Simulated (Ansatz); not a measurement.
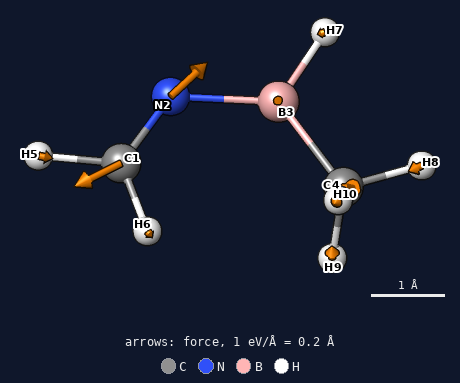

Starting geometry of C2H6BN with the computed forces as orange arrows. A ball-and-stick model, seen at a tilt.

The run prepares an end point of a later path (torsion) calculation, from a guessed geometry.

The calculation used Ansatz 0.2.0, RKS PBE0/def2-SVPD. (no spin polarisation; force threshold 0.015 eV/Å; at most 40 steps)

> Is this structure relaxed? If not, where do the atoms go?

It isn't relaxed: the largest force vector, on C1, is 3.91 eV/Å. The final displacements have little in common with the starting forces (cosine between the two patterns 0.00). Over 25 accepted moves (30 points after the start) the energy falls by 113.0 kJ/mol. The largest force component goes from 3.3 to 0.0027 eV/Å. The line search rejected the trial steps at points 14, 18, 21, 23, 26 of the run. The largest move after the best rigid fit is that of H6, 1.56 Å. Largest moves by element: H 1.56 Å, N 0.70 Å, B 0.37 Å, C 0.34 Å. Among the contacts that change: N2–B3 1.489 → 1.363 Å, C1–H5 1.147 → 1.103 Å, C4–H8 1.137 → 1.102 Å, C1–N2 1.225 → 1.246 Å. Among the angles between lasting bonds that change: C1–N2–B3 122.1° → 179.8°, C4–B3–H7 114.2° → 121.4°, N2–C1–H6 127.2° → 121.6°. Groups turn about B3–C4 by about 60°.
